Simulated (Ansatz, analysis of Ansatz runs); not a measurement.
# A hop of Be in MgB2C2 (Pnnm), charge +2, part 4 of 5

Wanted: path and barrier of a jump of Be in MgB2C2 (Pnnm) at charge +2. The case: Be_i hop between interstitial places, in a cell of 60 host atoms with 1 Be put in.

Ansatz 0.2.0; plane-wave PAW DFT, PBEsol; nudged elastic band between two relaxed defect structures at fixed charge in a uniform background.

So far: Starting point; Relaxation of the start point, charge +2; Relaxation of the end point, charge +2; Nudged elastic band, charge +2.

### 4. Nudged elastic band, charge +2 (continued)

Images along the path:

| image | path (Å) | energy (eV) | Be61: x, y, z (Å) |
| --- | --- | --- | --- |
| 0 | 0.000 | 0.0000 | 2.697, 6.709, 1.373 |
| 1 | 0.646 | 0.2617 | 2.481, 6.977, 1.668 |
| 2 | 1.291 | 0.7448 | 2.300, 7.171, 2.155 |
| 3 | 1.936 | 1.2409 | 2.316, 7.165, 2.765 |
| 4 | 2.567 | 0.7617 | 2.343, 7.158, 3.363 |
| 5 | 3.197 | 0.2446 | 2.513, 6.959, 3.839 |
| 6 | 3.827 | 0.0000 | 2.697, 6.709, 4.132 |

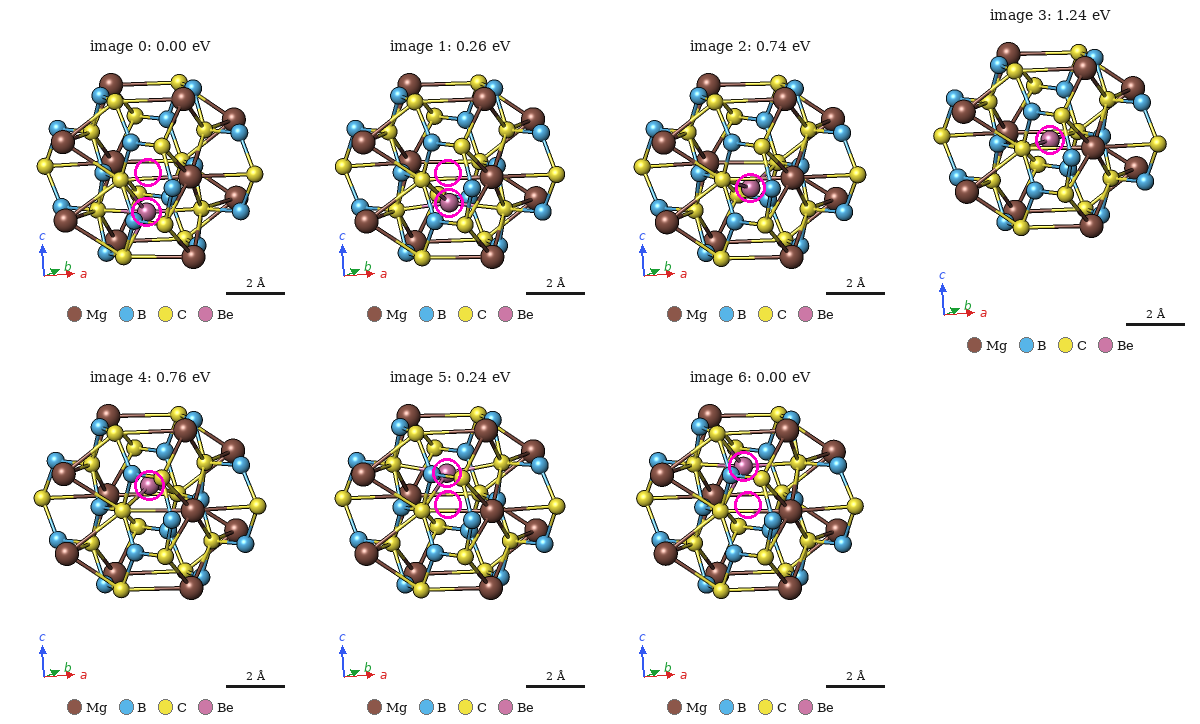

Images along the path; Be61 is ringed. A ring with no atom in it marks the middle of the ideal hop.

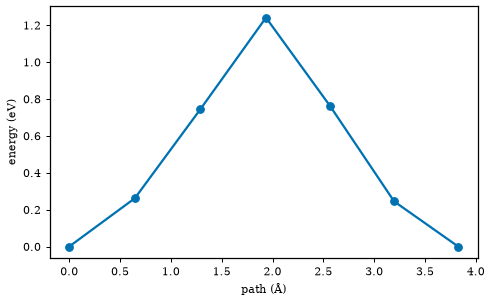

Energy along the path.

This step gave:

```yaml
free_energy: -32643.8209 eV
barrier_forward: 1.241 eV
barrier_backward: 1.241 eV
end_less_start: -6.99e-6 eV
hop_length: 2.759 Å
```

Track of the atom that was set to move:

| image | x (Å) | y (Å) | z (Å) | nearest neighbour | distance (Å) |
| --- | --- | --- | --- | --- | --- |
| 0 | 2.697 | 6.709 | 1.373 | C | 1.927 |
| 1 | 2.481 | 6.977 | 1.668 | C | 1.954 |
| 2 | 2.3 | 7.171 | 2.155 | B | 1.914 |
| 3 | 2.316 | 7.165 | 2.765 | B | 1.854 |
| 4 | 2.343 | 7.158 | 3.363 | B | 1.909 |
| 5 | 2.513 | 6.959 | 3.839 | C | 1.953 |
| 6 | 2.697 | 6.709 | 4.132 | C | 1.926 |

The band met its tolerance of 0.04 eV/Å after 11 iterations, with image 3 on top (the start counts as 0). Be61, which moves farthest between the ends, has 4 C at 1.93 to 2.07 Å and 3 B at 2.03 Å nearest at the start and 2 B at 1.85 Å and 2 C at 1.98 Å at the top.

### 5. Single point at the start point, PBEsol, denser k-mesh

Three single points on a mesh of more k-points (start, top, end) test the sampling. The start is shown; top and end are run alike.

This step: plane-wave PAW DFT, PBEsol; single point of a defect supercell on a structure of the PBEsol path.

The input, qp2.start.mesh/input.yaml:

```yaml
crystal:
  lattice:
    - [4.61704896, 7.1710112, 0.0]
    - [-4.61704896, 7.1710112, 0.0]
    - [0.0, 0.0, 8.29768847]
  atoms:
    - { symbol: Mg, position: [-0.00406634, 0.49618203, 0.16682738] }
    - { symbol: Mg, position: [0.49879183, 0.00425364, 0.16718879] }
[... 3 atom lines left out ...]
    - { symbol: B, position: [0.81613633, 0.91782733, 0.16692356] }
[... 6 atom lines left out ...]
    - { symbol: C, position: [-0.02641152, 0.20457427, 0.16735708] }
[... 1 atom line left out ...]
    - { symbol: C, position: [0.51192399, 0.28795116, 0.16686742] }
[... 7 atom lines left out ...]
    - { symbol: Mg, position: [0.02871908, -0.02439539, 0.33857135] }
[... 2 atom lines left out ...]
    - { symbol: B, position: [0.8142181, 0.92323222, 0.5007793] }
[... 3 atom lines left out ...]
    - { symbol: B, position: [0.90911492, 0.30431128, 0.33736585] }
[... 1 atom line left out ...]
    - { symbol: B, position: [0.58004003, 0.19746681, 0.33793724] }
    - { symbol: C, position: [-0.0053019, 0.2171128, 0.50078743] }
[... 1 atom line left out ...]
    - { symbol: C, position: [0.50140558, 0.28353741, 0.50155988] }
[... 2 atom lines left out ...]
    - { symbol: C, position: [0.72852182, 0.0091826, 0.3311895] }
[... 1 atom line left out ...]
    - { symbol: C, position: [0.77689432, 0.49942793, 0.33332789] }
[... 20 atom lines left out ...]
    - { symbol: Be, position: [0.75985535, 0.17578417, 0.16549566] }
total_charge: 2
basis:
  ecutwfc: 420
  xc_grid: 2
hamiltonian:
  xc: pbesol
kpoints:
  mp_grid: { grid: [2, 2, 2], shift: [0.5, 0.5, 0.5] }
scf:
  occupations: { method: fixed }
  max_iter: 120
output:
  forces: true
  eigenvalues: true
checkpoint:
  write: "../qp2.start.mesh.run"
  compress: false
  write_wavefunctions: false
  write_every: 100000
```

Started as:

```bash
ansatz run input.yaml --threads 4 --pin off --max-ram 7536MiB --backend cpu --events-out ev --progress --plain --runs-dir out
```

Numbers of over 12 decimals in the logs are rounded to 6 here.

The log of the run:

```text
[...]
Crystal: 61 atoms, lattice volume = 549.455 Å³
Basis set: ecut = 420 eV, 10723 PW (Γ), exchange–correlation on 120×120×120 points (8 copies of the dense FFT grid, shifted against one another)
Bands: 205, of which v1, the nominal top of the filled ones, is band 144 counted from 1 (143 counted from 0)
Symmetry: 1 space group operations
[...]
k-points: 4 of 8 (time reversal used)
[...]
SCF iter   1: F=—  HF=-32645.352460 eV  |F-HF|=—  |Δ(HF+E_count)|=         —  Δρ=1.40e-2  dr2=1.14e0  ethr=1.77e-3  ⟨swp⟩=5.0  Hψ=2877  notcnv=0  defer=227
[...]
SCF iter   8: F=-32644.884037 eV  HF=-32644.884037 eV  |F-HF|=6.73e-9  |Δ(HF+E_count)|=   1.54e-7  Δρ=2.66e-6  dr2=4.92e-8  ethr=3.47e-11  ⟨swp⟩=11.2  Hψ=3679  notcnv=0
SCF 1 converged in 8 iterations: F = -32644.884037 eV  dr2 = 4.92e-8
[...]
SCF converged after 8 iterations
Free energy (F): -32644.884037 eV
[...]
Internal energy: -32644.884037 eV  (E = F + TS)
E sigma→0 (E₀):  -32644.884037 eV
Fermi energy:    7.987163 eV
[...]
--- Forces (eV/Å), atoms counted from 1 ---
  atom   1  Mg    -0.00928086    -0.01467040     0.00822341
  atom   2  Mg    -0.01081950    -0.02406093    -0.01258966
  [... 10 atoms left out ...]
  atom  13  C      0.17297011     0.16128163    -0.05505532
  [... 1 atom left out ...]
  atom  15  C     -0.12717129    -0.27920829     0.01448005
  [... 7 atoms left out ...]
  atom  23  Mg     0.01933345     0.01728793     0.01905237
  [... 2 atoms left out ...]
  atom  26  B      0.14648637    -0.03188201     0.00218272
  [... 3 atoms left out ...]
  atom  30  B     -0.12910200     0.00580759    -0.01080404
  [... 1 atom left out ...]
  atom  32  B      0.13203878     0.05846032    -0.01985667
  atom  33  C      0.12258651     0.18531298     0.00252709
  [... 1 atom left out ...]
  atom  35  C     -0.13261200    -0.20023576     0.00211064
  [... 2 atoms left out ...]
  atom  38  C     -0.09589135     0.20531845     0.00684359
  [... 22 atoms left out ...]
  atom  61  Be    -0.09342554    -0.10140648     0.05228233
  max |Σ_I F_I| component: 1.39e-5 eV/Å
--- Band table (eV) ---
[...]
[... further k-points left out ...]
```

The job ended after 33 s (4 threads of Arm Neoverse N1, shared host; peak memory 2.2 GiB).

This step gave:

- free energy: -32644.8840 eV

### 6. Barrier from single points, PBEsol, denser k-mesh

Analysis of the runs above: barrier from PBEsol single points on the PBEsol path.

It gives:

* barrier forward: 1.130 eV
* barrier backward: 1.130 eV
* end less start: 2.99e-4 eV

This gives 1.130 eV against the band's 1.241 eV (backward 1.130 against 1.241 eV). This mesh holds only the band's own point and its sign variants, so it tests the average over those and no finer sampling.

### 7. Single point at the start point, LDA

Three single points with LDA show how much the barrier depends on that choice; lattice and path are kept. The start is shown; top and end are run alike.

This step: plane-wave PAW DFT, LDA; single point of a defect supercell on a structure of the PBEsol path.

qp2.start.lda/input.yaml, as its differences from qp2.start.mesh/input.yaml of step 5:

```diff
@@ -36,5 +36,5 @@
 hamiltonian:
-  xc: pbesol
+  xc: lda
 kpoints:
-  mp_grid: { grid: [2, 2, 2], shift: [0.5, 0.5, 0.5] }
+  mp_grid: { grid: [1, 1, 1], shift: [0.25, 0.25, 0.25] }
 scf:
@@ -46,3 +46,3 @@
 checkpoint:
-  write: "../qp2.start.mesh.run"
+  write: "../qp2.start.lda.run"
   compress: false
```

The log of the run:

```text
[...]
Crystal: 61 atoms, lattice volume = 549.455 Å³
Basis set: ecut = 420 eV, 10723 PW (Γ), exchange–correlation on 120×120×120 points (8 copies of the dense FFT grid, shifted against one another)
Bands: 205, of which v1, the nominal top of the filled ones, is band 144 counted from 1 (143 counted from 0)
Symmetry: 1 space group operations
[...]
k-points: 1
[...]
SCF iter   1: F=—  HF=-32360.554755 eV  |F-HF|=—  |Δ(HF+E_count)|=         —  Δρ=1.35e-2  dr2=1.23e0  ethr=1.77e-3  ⟨swp⟩=5.0  Hψ=693  notcnv=0  defer=58
[...]
SCF iter   8: F=-32360.050499 eV  HF=-32360.050499 eV  |F-HF|=6.34e-9  |Δ(HF+E_count)|=   5.98e-8  Δρ=2.78e-6  dr2=4.10e-8  ethr=3.47e-11  ⟨swp⟩=11.0  Hψ=896  notcnv=0
SCF 1 converged in 8 iterations: F = -32360.050499 eV  dr2 = 4.10e-8
[...]
SCF converged after 8 iterations
Free energy (F): -32360.050499 eV
[...]
Internal energy: -32360.050499 eV  (E = F + TS)
E sigma→0 (E₀):  -32360.050499 eV
Fermi energy:    7.780638 eV
[...]
--- Forces (eV/Å), atoms counted from 1 ---
  atom   1  Mg    -0.02919133     0.02099893     0.00089791
  atom   2  Mg    -0.00631165    -0.03771252     0.00178232
  [... 10 atoms left out ...]
  atom  13  C     -0.02326822    -0.01288825     0.00381931
  [... 1 atom left out ...]
  atom  15  C      0.04691784    -0.01833175    -0.00129302
  [... 7 atoms left out ...]
  atom  23  Mg    -0.01117975     0.00201940     0.00149233
  [... 2 atoms left out ...]
  atom  26  B      0.00577439     0.05106548     0.01021174
  [... 3 atoms left out ...]
  atom  30  B     -0.00011896     0.06844099     0.00451166
  [... 1 atom left out ...]
  atom  32  B      0.02254603    -0.02466315    -0.02048255
  atom  33  C      0.02466528     0.05866687     0.00688874
  [... 1 atom left out ...]
  atom  35  C     -0.02076606    -0.05424314    -0.01214921
  [... 2 atoms left out ...]
  atom  38  C     -0.04497485     0.05360605    -0.03993310
  [... 22 atoms left out ...]
  atom  61  Be     0.02592405    -0.09396034    -0.00951600
  max |Σ_I F_I| component: 7.47e-6 eV/Å
--- Band table (eV) ---
[...]
```

Wall time 9.8 s (4 threads); peak memory 0.85 GiB.

This step gave:

| Property | Result |
| --- | --- |
| free energy | -32360.0505 eV |

### 8. Barrier from single points, LDA

Analysis of the runs above: barrier from LDA single points on the PBEsol path.

It gives:

| Quantity | Value |
| --- | --- |
| barrier forward | 1.154 eV |
| barrier backward | 1.154 eV |
| end less start | 7.37e-5 eV |

This gives 1.154 eV against the band's 1.241 eV.

### 9. Single point at the start point, r2SCAN

Three single points with a meta-GGA, at its higher cutoff of 500 eV, show what it does to the barrier on the path found. The start is shown; top and end are run alike.

This step: plane-wave PAW DFT, r2SCAN; single point of a defect supercell on a structure of the PBEsol path.

qp2.start.r2scan/input.yaml, as its differences from qp2.start.lda/input.yaml of step 7:

```diff
@@ -33,6 +33,6 @@
 basis:
-  ecutwfc: 420
+  ecutwfc: 500
   xc_grid: 2
 hamiltonian:
-  xc: lda
+  xc: r2scan
 kpoints:
@@ -46,3 +46,3 @@
 checkpoint:
-  write: "../qp2.start.lda.run"
+  write: "../qp2.start.r2scan.run"
   compress: false
```

The log of the run:

```text
[...]
Crystal: 61 atoms, lattice volume = 549.455 Å³
Basis set: ecut = 500 eV, 13961 PW (Γ), exchange–correlation on 128×128×128 points (8 copies of the dense FFT grid, shifted against one another)
Bands: 205, of which v1, the nominal top of the filled ones, is band 144 counted from 1 (143 counted from 0)
Symmetry: 1 space group operations
[...]
k-points: 1
[...]
SCF iter   1: F=—  HF=-33037.064043 eV  |F-HF|=—  |Δ(HF+E_count)|=         —  Δρ=2.14e-2  dr2=2.05e0  dr2_τ=7.25e0  ethr=1.77e-3  ⟨swp⟩=6.0  Hψ=699  notcnv=0  defer=57
[...]
SCF iter   8: F=-33037.891405 eV  HF=-33037.891405 eV  |F-HF|=2.69e-8  |Δ(HF+E_count)|=   8.35e-8  Δρ=2.66e-6  dr2=5.49e-8  dr2_τ=5.53e-9  ethr=3.47e-11  ⟨swp⟩=13.0  Hψ=789  notcnv=0
SCF 1 converged in 8 iterations: F = -33037.891405 eV  dr2 = 5.49e-8
[...]
SCF converged after 8 iterations
Free energy (F): -33037.891405 eV
[...]
Internal energy: -33037.891405 eV  (E = F + TS)
E sigma→0 (E₀):  -33037.891405 eV
Fermi energy:    7.967906 eV
[...]
--- Forces (eV/Å), atoms counted from 1 ---
  atom   1  Mg    -0.02067510     0.00711204     0.00060892
  atom   2  Mg    -0.00546474    -0.02702160    -0.00084945
  [... 10 atoms left out ...]
  atom  13  C     -0.01469808    -0.07409118    -0.01193574
  [... 1 atom left out ...]
  atom  15  C      0.02561558     0.04715878     0.00564418
  [... 7 atoms left out ...]
  atom  23  Mg    -0.01833557     0.01071568     0.00783070
  [... 2 atoms left out ...]
  atom  26  B      0.06857851     0.00268930     0.04640870
  [... 3 atoms left out ...]
  atom  30  B     -0.05213868     0.10257545     0.06752237
  [... 1 atom left out ...]
  atom  32  B      0.02196969    -0.04202382     0.05908517
  atom  33  C      0.06032631    -0.00736257    -0.01467064
  [... 1 atom left out ...]
  atom  35  C     -0.03644058     0.00647254    -0.03335081
  [... 2 atoms left out ...]
  atom  38  C     -0.07203109    -0.02443354    -0.03742247
  [... 22 atoms left out ...]
  atom  61  Be     0.02414649    -0.04155491     0.00047399
  max |Σ_I F_I| component: 2.04e-3 eV/Å
--- Band table (eV) ---
[...]
```

It took 18 s on 4 threads; peak memory 1.2 GiB.

Read from the output:

| Quantity | Value |
| --- | --- |
| free energy | -33037.8914 eV |

### 10. Barrier from single points, r2SCAN

Analysis of the runs above: barrier from r2SCAN single points on the PBEsol path.

It gives:

| Quantity | Value |
| --- | --- |
| barrier forward | 1.252 eV |
| barrier backward | 1.252 eV |
| end less start | -1.13e-4 eV |

This gives 1.252 eV against the band's 1.241 eV.

(Continued in part 5 of 5.)

[Logs are printed without paths, hosts, clocks, repeated set-up lines and the standing remarks that a program may print on its own settings, such as how far it seeks lower states.]

[Hosts, paths, dates, database ids (printed as entryN), source tags and the programs' standing remarks are cut or masked in the printed files.]
